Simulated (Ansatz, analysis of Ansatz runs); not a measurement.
# Monovacancy in Pt: vacancy formation against experiment

Aim: the vacancy formation of the monovacancy in Pt, to be set beside the measurement. Set-up: PBE, 64-site cell, measured lattice, 420 eV, k: 3x3x3 Gamma-centred. The model is a cell of 64 host atoms with 1 Pt taken out. The formation energy is the energy of the cell with the vacancy less that of the same number of atoms in the perfect cell.

What was measured. Vacancy formation energy: 1.35 eV (quoted in “Nonuniversal structure of point defects in face-centered cubic metals”, 2021, Pui-Wai Ma and S. L. Dudarev, quoting earlier work (1991)). Vacancy formation energy: 1.32 eV, by positron annihilation (source inferred, footnote marker illegible) (quoted in “Vacancy-formation energies for fcc and bcc transition metals”, 1995, T. Korhonen, M. J. Puska, R. M. Nieminen, quoting earlier work (1987)). The calculation is set beside it at the end.

Method: plane-wave PAW DFT, PBE; relaxation of all atoms of a defect supercell, in Ansatz 0.2.0.

## (1) The structure

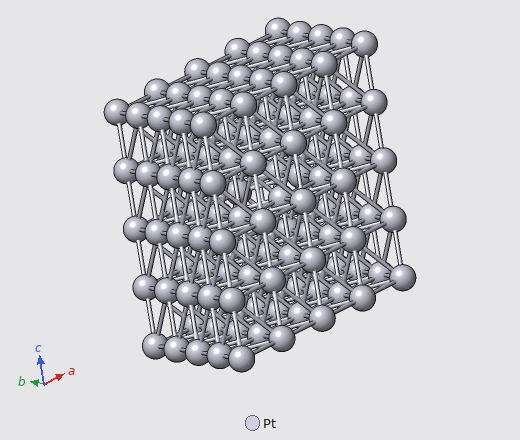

The starting structure, seen slightly off an axis (platinum light grey). Some periodic images of atoms are drawn too.

The cell holds 63 atoms: 63 Pt. Its edges and angles: a = 11.093 Å, b = 11.093 Å, c = 11.093 Å, α = 60.0°, β = 60.0°, γ = 60.0°. It derives from Pt (space group Fm-3m). Nearest the centre at fractional (0.500, 0.500, 0.500): Pt31 at 2.77 Å, Pt28 at 2.77 Å, Pt27 at 2.77 Å, Pt45 at 2.77 Å, Pt42 at 2.77 Å, Pt43 at 2.77 Å, Pt40 at 2.77 Å, Pt58 at 2.77 Å.

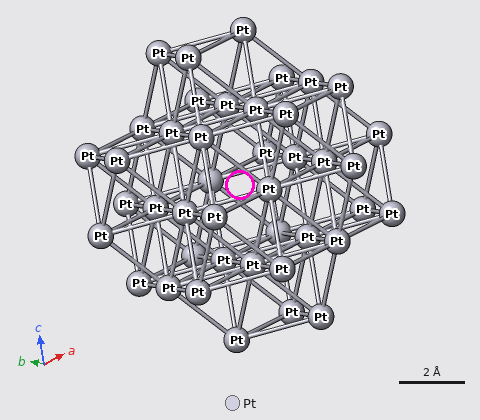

The atoms within 5 Å of the centre. A ring marks the centre wherever it is empty.

The host's primitive cell comes from a first run (plane-wave PAW DFT, PBE; relaxation of the host's atoms at the measured cell): vectors of 2.773, 2.773 and 2.773 Å. That is 15.08 Å³ an atom. The supercell is built on it.

## (2) Relaxation, charge 0

Every later number rests on the structure around the defect, so the atoms are relaxed at the host's lattice first.

Input file relax/input.yaml:

```yaml
relax:
  f_tol: 0.02
  max_steps: 80
  escape_saddle: false
crystal:
  lattice:
    - [0.0, 7.8436, 7.8436]
    - [7.8436, 0.0, 7.8436]
    - [7.8436, 7.8436, 0.0]
  atoms:
    - { symbol: Pt, position: [0.0, 0.0, 0.0] }
    - { symbol: Pt, position: [0.0, 0.0, 0.25] }
    - { symbol: Pt, position: [0.0, 0.0, 0.5] }
    - { symbol: Pt, position: [0.0, 0.0, 0.75] }
    - { symbol: Pt, position: [0.0, 0.25, 0.0] }
    - { symbol: Pt, position: [0.0, 0.25, 0.25] }
    - { symbol: Pt, position: [0.0, 0.25, 0.5] }
    - { symbol: Pt, position: [0.0, 0.25, 0.75] }
    - { symbol: Pt, position: [0.0, 0.5, 0.0] }
    - { symbol: Pt, position: [0.0, 0.5, 0.25] }
    - { symbol: Pt, position: [0.0, 0.5, 0.5] }
    - { symbol: Pt, position: [0.0, 0.5, 0.75] }
    - { symbol: Pt, position: [0.0, 0.75, 0.0] }
    - { symbol: Pt, position: [0.0, 0.75, 0.25] }
    - { symbol: Pt, position: [0.0, 0.75, 0.5] }
    - { symbol: Pt, position: [0.0, 0.75, 0.75] }
    - { symbol: Pt, position: [0.25, 0.0, 0.0] }
    - { symbol: Pt, position: [0.25, 0.0, 0.25] }
    - { symbol: Pt, position: [0.25, 0.0, 0.5] }
    - { symbol: Pt, position: [0.25, 0.0, 0.75] }
    - { symbol: Pt, position: [0.25, 0.25, 0.0] }
    - { symbol: Pt, position: [0.25, 0.25, 0.25] }
    - { symbol: Pt, position: [0.25, 0.25, 0.5] }
    - { symbol: Pt, position: [0.25, 0.25, 0.75] }
    - { symbol: Pt, position: [0.25, 0.5, 0.0] }
    - { symbol: Pt, position: [0.25, 0.5, 0.25] }
    - { symbol: Pt, position: [0.25, 0.5, 0.5] }
    - { symbol: Pt, position: [0.25, 0.5, 0.75] }
    - { symbol: Pt, position: [0.25, 0.75, 0.0] }
    - { symbol: Pt, position: [0.25, 0.75, 0.25] }
    - { symbol: Pt, position: [0.25, 0.75, 0.5] }
    - { symbol: Pt, position: [0.25, 0.75, 0.75] }
    - { symbol: Pt, position: [0.5, 0.0, 0.0] }
    - { symbol: Pt, position: [0.5, 0.0, 0.25] }
    - { symbol: Pt, position: [0.5, 0.0, 0.5] }
    - { symbol: Pt, position: [0.5, 0.0, 0.75] }
    - { symbol: Pt, position: [0.5, 0.25, 0.0] }
    - { symbol: Pt, position: [0.5, 0.25, 0.25] }
    - { symbol: Pt, position: [0.5, 0.25, 0.5] }
    - { symbol: Pt, position: [0.5, 0.25, 0.75] }
    - { symbol: Pt, position: [0.5, 0.5, 0.0] }
    - { symbol: Pt, position: [0.5, 0.5, 0.25] }
    - { symbol: Pt, position: [0.5, 0.5, 0.75] }
    - { symbol: Pt, position: [0.5, 0.75, 0.0] }
    - { symbol: Pt, position: [0.5, 0.75, 0.25] }
    - { symbol: Pt, position: [0.5, 0.75, 0.5] }
    - { symbol: Pt, position: [0.5, 0.75, 0.75] }
    - { symbol: Pt, position: [0.75, 0.0, 0.0] }
    - { symbol: Pt, position: [0.75, 0.0, 0.25] }
    - { symbol: Pt, position: [0.75, 0.0, 0.5] }
    - { symbol: Pt, position: [0.75, 0.0, 0.75] }
    - { symbol: Pt, position: [0.75, 0.25, 0.0] }
    - { symbol: Pt, position: [0.75, 0.25, 0.25] }
    - { symbol: Pt, position: [0.75, 0.25, 0.5] }
    - { symbol: Pt, position: [0.75, 0.25, 0.75] }
    - { symbol: Pt, position: [0.75, 0.5, 0.0] }
    - { symbol: Pt, position: [0.75, 0.5, 0.25] }
    - { symbol: Pt, position: [0.75, 0.5, 0.5] }
    - { symbol: Pt, position: [0.75, 0.5, 0.75] }
    - { symbol: Pt, position: [0.75, 0.75, 0.0] }
    - { symbol: Pt, position: [0.75, 0.75, 0.25] }
    - { symbol: Pt, position: [0.75, 0.75, 0.5] }
    - { symbol: Pt, position: [0.75, 0.75, 0.75] }
basis:
  ecutwfc: 420
  xc_grid: 2
hamiltonian:
  xc: pbe
kpoints:
  mp_grid: { grid: [3, 3, 3] }
scf:
  occupations: { method: methfessel_paxton, width: 0.1 }
  max_iter: 120
output:
  forces: true
checkpoint:
  write: "../relax.run"
  compress: false
  write_wavefunctions: true
  write_every: 100000
```

On the command line:

```
$ ansatz run input.yaml --threads 4 --pin off --max-ram 14131MiB --backend cpu --events-out ev --progress --plain --runs-dir out
```

Numbers of over 12 decimals in the logs are rounded to 6 here.

Output:

```text
[... repeated set-up lines and file paths are left out, and long positions are rounded to six places ...]
Engine: ansatz 0.2.0, aarch64-unknown-linux-gnu
Pseudopotentials: kind: paw
Pseudopotential: Pt, paw, valence charge 18, recommended cutoff 420 eV (normal), Pt.paw.azcp
Functional definition: PBE
  parameter kappa = 0.804
  parameter beta = 0.066725
  exchange = pbe_x(kappa = kappa, mu = beta*pi^2/3)
  correlation = pbe_c(beta = beta)
Crystal: 63 atoms, lattice volume = 965.109 Å³
Basis set: ecut = 420 eV, 18883 PW (Γ), exchange–correlation on 150×150×150 points (8 copies of the dense FFT grid, shifted against one another)
Bands: 681, of which v1, the nominal top of the filled ones, is band 567 counted from 1 (566 counted from 0)
Symmetry: 48 space group operations
Space group: Fm-3m (ITA 225), of the structure as read, at distance tolerance 9.9e-5 Å
k-points: 4 of 27
Non-local potential: Pt, projectors of the file, l = 0: 3, l = 1: 2, l = 2: 2, l = 3: 1
PAW form: soft (Blöchl's): semilocal exchange-correlation on the pseudo side does not see the compensation charge
PAW one-centre angular grid: Pt, 590 points (default); XC on 64 Gauss nodes
Initial density: superposition of atomic densities (neutral atoms: chi_scale 0, normalization atom), corrected by the library's trained network
Initial wavefunctions: pseudopotential atomic-orbital guess
Functional: x = pbe(κ = 0.804, μ = 0.219515), c = pbe(β = 0.066725)
SCF iter   1: F=—  HF=-788948.249423 eV  |F-HF|=—  |Δ(HF+E_count)|=         —  Δρ=4.19e-3  dr2=8.52e-2  ethr=1.77e-3  ⟨swp⟩=5.0  Hψ=9096  notcnv=0  defer=195
preconditioner: auto → Kerker (q_TF=auto, 2.803 Å⁻¹)  [metal: Δε(μ)=0.014 eV  Ē_g=8.519 eV  σ=0.100 eV  W_gap=0.11  n_scr=338 (ndim 8)  ℏωp=30.0 eV  f_vac=0.005  D(μ)=138.57/eV (n_scr^D=2108)]
SCF iter   2: F=—  HF=-788948.296511 eV  |F-HF|=—  |Δ(HF+E_count)|=   4.71e-2  S|Δr|=    0.00e0  Δρ=2.20e-3  dr2=2.46e-2  ethr=7.51e-6  ⟨swp⟩=2.0  Hψ=4196  notcnv=0  defer=221
SCF iter   3: F=—  HF=-788948.306590 eV  |F-HF|=—  |Δ(HF+E_count)|=   1.01e-2  S|Δr|=    0.00e0  Δρ=2.52e-4  dr2=9.56e-4  ethr=2.17e-6  ⟨swp⟩=2.0  Hψ=3618  notcnv=0  defer=221
SCF iter   4: F=—  HF=-788948.310337 eV  |F-HF|=—  |Δ(HF+E_count)|=   3.75e-3  S|Δr|=    0.00e0  Δρ=6.06e-5  dr2=1.05e-4  ethr=8.43e-8  ⟨swp⟩=2.0  Hψ=3547  notcnv=0  defer=221
SCF iter   5: F=-788948.310335 eV  HF=-788948.310342 eV  |F-HF|=6.98e-6  |Δ(HF+E_count)|=   4.41e-6  S|Δr|=    0.00e0  Δρ=1.81e-5  dr2=9.52e-6  ethr=8.82e-10  ⟨swp⟩=3.0  Hψ=9220  notcnv=0
SCF 1 converged in 5 iterations: F = -788948.310335 eV  dr2 = 9.52e-6
  greatest PAW one-centre occupation: 1.000 electrons in one spin orbital (limit 2), on the Pt atom at site 54 (counted from 0), in its partial waves of l = 0
relax step   1: F+E_penalty+E_count = -788948.31033462 eV  Δ(F+E_penalty+E_count) = +0.000e0 eV  max|allowed force component| = 5.984e-1 eV/Å  Δτ_max = 0.0000 Å  (5 SCF iters, dr2 threshold 1.00e-5 eV, accepted)
[... the SCF cycles and remarks between the steps are left out from here to the last step ...]
relax step   2: F+E_penalty+E_count = -788948.37044483 eV  Δ(F+E_penalty+E_count) = -6.011e-2 eV  max|allowed force component| = 6.163e-1 eV/Å  Δτ_max = 0.1414 Å  (6 SCF iters, dr2 threshold 2.24e-5 eV, accepted)
relax step   3: F+E_penalty+E_count = -788948.75723288 eV  Δ(F+E_penalty+E_count) = -3.868e-1 eV  max|allowed force component| = 2.383e-2 eV/Å  Δτ_max = 0.0606 Å  (5 SCF iters, dr2 threshold 2.37e-5 eV, accepted)
relax step   4: F+E_penalty+E_count = -788948.75724481 eV  Δ(F+E_penalty+E_count) = -1.193e-5 eV  max|allowed force component| = 2.380e-2 eV/Å  Δτ_max = 0.0000 Å  (5 SCF iters, accepted)
SCF iter   1: F=—  HF=-788948.754452 eV  |F-HF|=—  |Δ(HF+E_count)|=         —  Δρ=2.41e-4  dr2=3.87e-4  ethr=9.78e-7  ⟨swp⟩=4.0  Hψ=5649  notcnv=0  defer=220
SCF iter   2: F=—  HF=-788948.754387 eV  |F-HF|=—  |Δ(HF+E_count)|=   6.51e-5  S|Δr|=    0.00e0  Δρ=1.26e-4  dr2=1.10e-4  ethr=3.42e-8  ⟨swp⟩=1.0  Hψ=3136  notcnv=0  defer=223
SCF iter   3: F=—  HF=-788948.754492 eV  |F-HF|=—  |Δ(HF+E_count)|=   1.06e-4  S|Δr|=    0.00e0  Δρ=1.28e-5  dr2=2.83e-6  ethr=9.71e-9  ⟨swp⟩=2.2  Hψ=3106  notcnv=0  defer=223
SCF iter   4: F=—  HF=-788948.757951 eV  |F-HF|=—  |Δ(HF+E_count)|=   3.46e-3  S|Δr|=    0.00e0  Δρ=2.83e-6  dr2=2.78e-7  ethr=2.49e-10  ⟨swp⟩=2.0  Hψ=3412  notcnv=0  defer=223
SCF iter   5: F=-788948.757951 eV  HF=-788948.757951 eV  |F-HF|=1.90e-8  |Δ(HF+E_count)|=   2.01e-8  S|Δr|=    0.00e0  Δρ=7.54e-7  dr2=2.30e-8  ethr=8.82e-12  ⟨swp⟩=3.0  Hψ=7061  notcnv=0
SCF 5 converged in 5 iterations: F = -788948.757951 eV  dr2 = 2.30e-8
relax step   5: F+E_penalty+E_count = -788948.75795064 eV  Δ(F+E_penalty+E_count) = -7.058e-4 eV  max|allowed force component| = 3.293e-3 eV/Å  Δτ_max = 0.0022 Å  (5 SCF iters, accepted)
NSCF: frozen V_eff on 4 k-points
the band table was solved once a step of the walk had ended and its energy, with any forces and stress, was formed, with the checks that follow a solve (7988 applications of the Hamiltonian). They found nothing against the state; [...]
SCF converged after 5 iterations
Stability not checked: this state was not tested for a lower state beside it, because cold or Methfessel-Paxton smearing, or corrected tetrahedra, fill the levels in a way that the test cannot read (fill_not_monotonic; see scf.lower_state_search)
Free energy (F): -788948.757951 eV
Harris-Foulkes:  -788948.757951 eV  (|F-HF|=1.90e-8)
Internal energy: -788948.696264 eV  (E = F + TS)
E sigma→0 (E₀):  -788948.742529 eV
Entropy (-TS):   -0.061686 eV (-0.979 meV/atom)
Fermi energy:    22.960880 eV
--- Per-component energies (eV) ---
  E_band       = -8568.093184
  E_kinetic    = 40205.433396
  E_local      = -94716.949950  (includes V_loc(G=0)·N_el)
  E_nonlocal   = 12588.400665
  E_hartree    = 35315.301752
  E_xc         = -16508.888496
  E_vxc        = -19101.881821  (∫ρ·V_xc dr)
  E_paw        = -595602.541742  (= ΣΔE_a)
  E_vpaw       = -18173.714889  (= ΣTr[D̂ρ^β])
  E_aug_tail   = 0.012933  (compensation charges beyond the density's cutoff)
  E_ewald      = -170229.464822
  E_smearing   = -0.061686  (= −TS)
  E_closure    = -0.000000  (closes the sum)
  Σ components = -788948.757951   (vs F -788948.757951, Δ=0.00e0)
--- Forces (eV/Å), atoms counted from 1 ---
  atom   1  Pt    -0.00000000    -0.00000000    -0.00000000
  atom   2  Pt    -0.00111766    -0.00111766     0.00000000
  [... 24 atoms left out ...]
  atom  27  Pt     0.00000000     0.00176192     0.00176192
  atom  28  Pt    -0.00176192     0.00000000     0.00176192
  [... 2 atoms left out ...]
  atom  31  Pt    -0.00176192     0.00176192    -0.00000000
  [... 8 atoms left out ...]
  atom  40  Pt    -0.00000000    -0.00176192     0.00176192
  [... 1 atom left out ...]
  atom  42  Pt     0.00176192     0.00176192    -0.00000000
  atom  43  Pt    -0.00176192    -0.00176192     0.00000000
  [... 1 atom left out ...]
  atom  45  Pt     0.00000000     0.00176192    -0.00176192
  [... 8 atoms left out ...]
  atom  54  Pt     0.00176192    -0.00176192     0.00000000
  [... 2 atoms left out ...]
  atom  57  Pt     0.00176192    -0.00000000    -0.00176192
  atom  58  Pt     0.00000000    -0.00176192    -0.00176192
  [... 5 atoms left out ...]
  max |Σ_I F_I| component: 9.68e-18 eV/Å
--- Band table (eV) ---
  k-point 0: bands = ["-75.5642", "-75.5584", "-75.5584", "-75.5584", [... 673 left out ...] "33.7207", "33.7207", "33.7589", "33.7589"]
  k-point 1: bands = ["-75.5638", "-75.5592", "-75.5582", "-75.5582", [... 673 left out ...] "33.1423", "33.1423", "33.2367", "33.3674"]
  [... further k-points left out ...]
--- Relaxed structure (5 steps of the walk, 5 accepted, 0 SCFs on fresh bases) ---
  F+E_penalty+E_count = -788948.75795064 eV   max|allowed force component| = 3.293e-3 eV/Å
  atoms:
    - { symbol: Pt, position: [1.7892797679999732e-19, -1.9560305495671064e-19, 0] }
    - { symbol: Pt, position: [0, 0, 0.250527] }
    [... 24 atoms left out ...]
    - { symbol: Pt, position: [0.257090, 0.5, 0.5] }
    - { symbol: Pt, position: [0.257090, 0.500000, 0.742910] }
    [... 2 atoms left out ...]
    - { symbol: Pt, position: [0.257090, 0.742910, 0.500000] }
    [... 8 atoms left out ...]
    - { symbol: Pt, position: [0.500000, 0.257090, 0.742910] }
    [... 1 atom left out ...]
    - { symbol: Pt, position: [0.5, 0.5, 0.257090] }
    - { symbol: Pt, position: [0.5, 0.5, 0.742910] }
    [... 1 atom left out ...]
    - { symbol: Pt, position: [0.500000, 0.742910, 0.257090] }
    [... 8 atoms left out ...]
    - { symbol: Pt, position: [0.742910, 0.257090, 0.500000] }
    [... 2 atoms left out ...]
    - { symbol: Pt, position: [0.742910, 0.500000, 0.257090] }
    - { symbol: Pt, position: [0.742910, 0.5, 0.5] }
    [... 5 atoms left out ...]
```

Wall time 4.6 min (4 threads of Arm Neoverse V2, shared host); peak memory 11 GiB; 18 min of CPU time.

Step by step:

```
step  energy less that of the first step (eV)  largest force component (eV/Å)
   1                                   0.0000                          0.5984
   2                                  -0.0601                          0.6163
   3                                  -0.4469                          0.0238
   4                                  -0.4469                          0.0238
   5                                  -0.4476                          0.0033
```

Forces are held to the 48 operations that the run works with; a distortion that breaks them can't arise in this run.

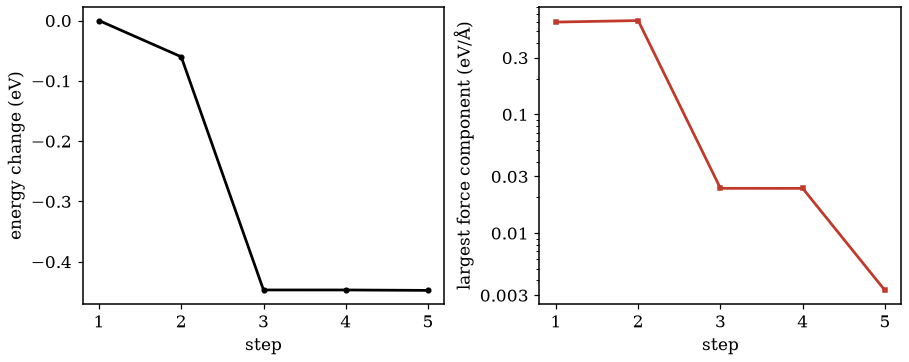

Energy and largest force along the relaxation.

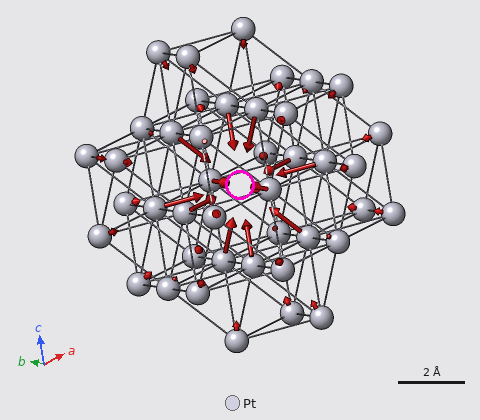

Displacements in the relaxation near the centre, exaggerated; the longest in the cell stands for 0.08 Å. A ring marks the centre wherever it is empty.

The atoms that moved most (Å):

| atom | dx | dy | dz | length |
| --- | --- | --- | --- | --- |
| Pt43 | -0.056 | -0.056 | 0.000 | 0.079 |
| Pt58 | 0.000 | -0.056 | -0.056 | 0.079 |
| Pt46 | -0.056 | 0.000 | -0.056 | 0.079 |
| Pt28 | -0.056 | 0.000 | 0.056 | 0.079 |
| Pt40 | 0.000 | -0.056 | 0.056 | 0.079 |
| Pt31 | -0.056 | 0.056 | 0.000 | 0.079 |
| Pt57 | 0.056 | 0.000 | -0.056 | 0.079 |
| Pt54 | 0.056 | -0.056 | 0.000 | 0.079 |

The atoms nearest to the centre after the run:

```csv
atom,distance (Å)
Pt43,2.694
Pt58,2.694
Pt46,2.694
Pt28,2.694
Pt40,2.694
Pt31,2.694
Pt57,2.694
Pt54,2.694
Pt45,2.694
Pt42,2.694
Pt27,2.694
Pt39,2.694
```

Read from the output:

```
free energy      : -788948.7580 eV
smearing term TS : 0.06169 eV
```

## (3) Defect-free supercell

The perfect cell is run with the same cutoff and k-points as the defect cell, so that sampling errors largely cancel in the difference.

This step: plane-wave PAW DFT, PBE; single point of the defect-free supercell.

System of this step: The cell holds 64 atoms: 64 Pt. Cell: a = 11.093 Å, b = 11.093 Å, c = 11.093 Å, α = 60.0°, β = 60.0°, γ = 60.0°.

Input file host/input.yaml:

```yaml
crystal:
  lattice:
    - [0.0, 7.8436, 7.8436]
    - [7.8436, 0.0, 7.8436]
    - [7.8436, 7.8436, 0.0]
  atoms:
    - { symbol: Pt, position: [0.0, 0.0, 0.0] }
    - { symbol: Pt, position: [0.0, 0.0, 0.25] }
    - { symbol: Pt, position: [0.0, 0.0, 0.5] }
    - { symbol: Pt, position: [0.0, 0.0, 0.75] }
    - { symbol: Pt, position: [0.0, 0.25, 0.0] }
    - { symbol: Pt, position: [0.0, 0.25, 0.25] }
    - { symbol: Pt, position: [0.0, 0.25, 0.5] }
    - { symbol: Pt, position: [0.0, 0.25, 0.75] }
[... 50 atom lines left out ...]
    - { symbol: Pt, position: [0.75, 0.5, 0.5] }
    - { symbol: Pt, position: [0.75, 0.5, 0.75] }
    - { symbol: Pt, position: [0.75, 0.75, 0.0] }
    - { symbol: Pt, position: [0.75, 0.75, 0.25] }
    - { symbol: Pt, position: [0.75, 0.75, 0.5] }
    - { symbol: Pt, position: [0.75, 0.75, 0.75] }
basis:
  ecutwfc: 420
  xc_grid: 2
hamiltonian:
  xc: pbe
kpoints:
  mp_grid: { grid: [3, 3, 3] }
scf:
  occupations: { method: methfessel_paxton, width: 0.1 }
  max_iter: 120
output:
  forces: true
```

Output:

```text
[...]
Crystal: 64 atoms, lattice volume = 965.109 Å³
Basis set: ecut = 420 eV, 18883 PW (Γ), exchange–correlation on 150×150×150 points (8 copies of the dense FFT grid, shifted against one another)
Bands: 692, of which v1, the nominal top of the filled ones, is band 576 counted from 1 (575 counted from 0)
Symmetry: 3072 space group operations
[...]
k-points: 4 of 27
[...]
SCF iter   1: F=—  HF=-801471.920434 eV  |F-HF|=—  |Δ(HF+E_count)|=         —  Δρ=3.07e-3  dr2=1.60e-2  ethr=1.77e-3  ⟨swp⟩=5.2  Hψ=9300  notcnv=0  defer=170
[...]
SCF iter   5: F=-801471.972625 eV  HF=-801471.972625 eV  |F-HF|=2.63e-8  |Δ(HF+E_count)|=   7.26e-7  S|Δr|=    0.00e0  Δρ=7.61e-6  dr2=2.31e-7  ethr=8.38e-11  ⟨swp⟩=3.0  Hψ=7105  notcnv=0
SCF 1 converged in 5 iterations: F = -801471.972625 eV  dr2 = 2.31e-7
[...]
SCF converged after 5 iterations
[...]
Free energy (F): -801471.972625 eV
[...]
Internal energy: -801471.829258 eV  (E = F + TS)
E sigma→0 (E₀):  -801471.936783 eV
Entropy (-TS):   -0.143367 eV (-2.240 meV/atom)
Fermi energy:    23.431393 eV
[...]
```

Wall time 52 s (4 threads); peak memory 8.7 GiB; 3.3 min of CPU time.

Read from the output:

```
free energy      : -801471.9726 eV
smearing term TS : 0.1434 eV
```

## (4) Outcome

This set-up is not sound: off the functional's own lattice the cell is under pressure, and the pressure times the atomic volume enters this difference of energies. For the record: Vacancy formation energy: computed 0.20 eV, measured 1.35 eV and 1.32 eV; 1.12 eV below the nearest measurement.

[Logs are printed without paths, hosts, clocks, repeated set-up lines and the standing remarks that a program may print on its own settings, such as how far it seeks lower states.]

[Hosts, paths, dates, database ids (printed as entryN), source tags and the programs' standing remarks are cut or masked in the printed files.]

[For some hosts the program warned that the k-mesh of the response run may be too coarse for force constants and the static dielectric constant; such warnings are not shown here.]
